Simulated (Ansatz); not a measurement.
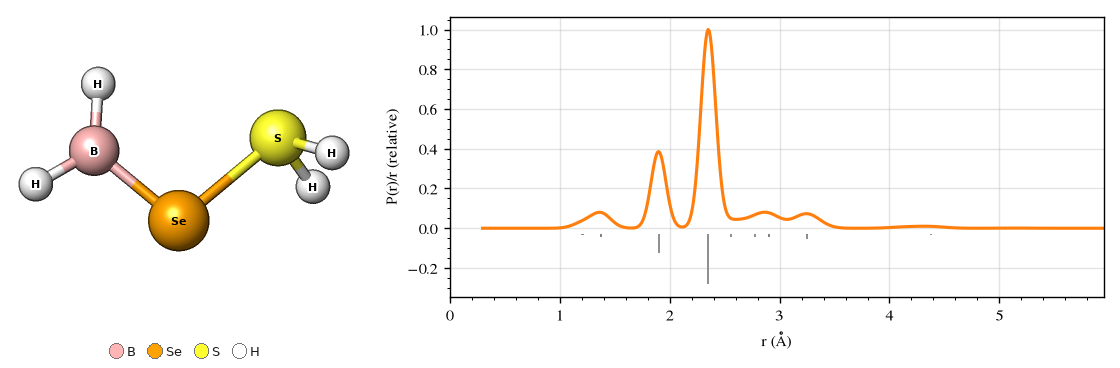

Simulated gas electron diffraction: radial distribution curve of BH4SSe (charge +1, ignored in the scattering factors). Each pair of atoms contributes with weight ZᵢZⱼ/r (bars below the curve); damping constant 0.001 Å²; vibrational amplitudes assumed, not computed: 0.05 Å for bonds, 0.078 Å for bonds to H, 0.06 + 0.015 r up to 0.15 Å for other pairs. The geometry is the end point of an optimisation (Ansatz, RKS PBE-D4/def2-SVP); it may be a saddle point or a higher isomer. SMILES: B[Se][SH2+].

Question: Read the positions of the first 5 clear peaks and name the main pairs (– for bonds).

Answer: Peak 1, 1.36 Å: B–H 1.21–1.22 Å (×2), S–H 1.38 Å (×2), not resolved
Peak 2, 1.90 Å: Se–B 1.90 Å
Peak 3, 2.35 Å: Se–S 2.35 Å
Peak 4, 2.87 Å: Se···H 2.78–2.91 Å (×3), not resolved
Peak 5, 3.24 Å: S···B 3.25 Å, S···H 3.25 Å
